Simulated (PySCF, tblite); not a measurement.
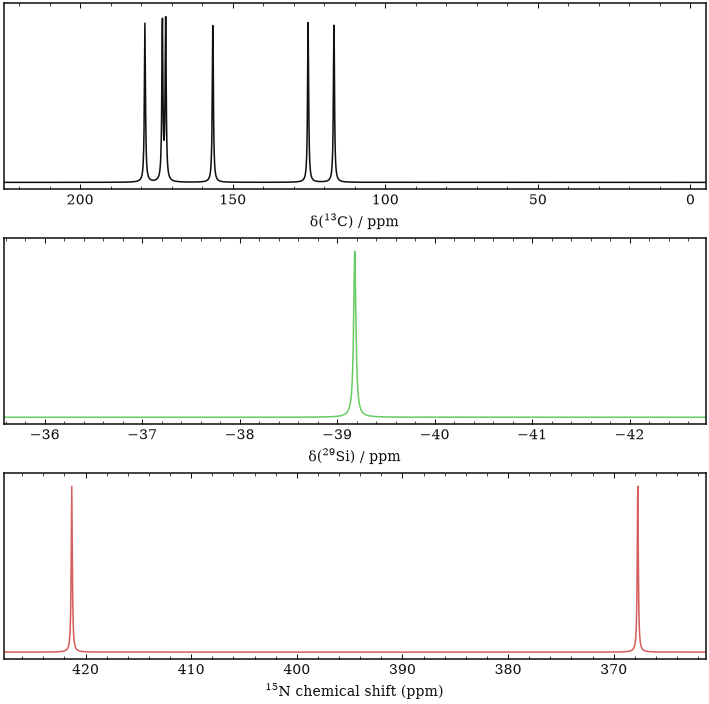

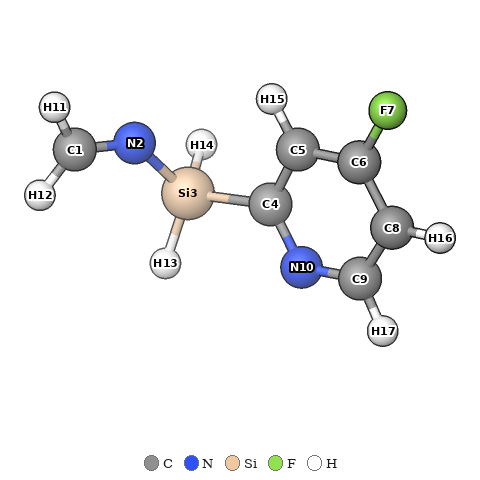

Spectrum and numbered structure of C₆H₇FN₂Si, SMILES C=N[SiH2]c1cc(F)ccn1. GIAO shifts, PBE0/pcSseg-1 in PySCF 2.14.0, at a GFN2-xTB geometry (a minimum by its frequencies), against TMS for ¹³C, TMS for ²⁹Si and NH₃ for ¹⁵N computed at the same level (¹⁵N: a single molecule, while the usual scales start at liquid NH₃ or nitromethane; multiply bonded nitrogen can come out tens of ppm too deshielded). Gas phase, fully decoupled, line heights follow the number of nuclei, widths are arbitrary (no quadrupolar broadening); values of one conformer, averaged over nuclei that symmetry, rotation about single bonds or inversion at nitrogen exchange, these motions taken as fast; other conformers aren't averaged in.

**Assign the ¹³C signals to the numbered atoms.**

| δ (ppm) | nuclei | atoms |
| --- | --- | --- |
| 178.8 | 1 | C6 |
| 173.1 | 1 | C4 |
| 172.0 | 1 | C1 |
| 156.5 | 1 | C9 |
| 125.3 | 1 | C5 |
| 116.8 | 1 | C8 |

The order of signals that lie close, as those under 2 ppm apart, is within the error of the method.

**Where does the ²⁹Si line lie?**

At −39.2 ppm (Si3).

**Assign the ¹⁵N signals to the numbered atoms.**

```csv
δ (ppm),nuclei,atoms
421.3,1,N2
367.7,1,N10
```

Caveats: the tight-binding geometry is rougher than a DFT one and adds to the error.
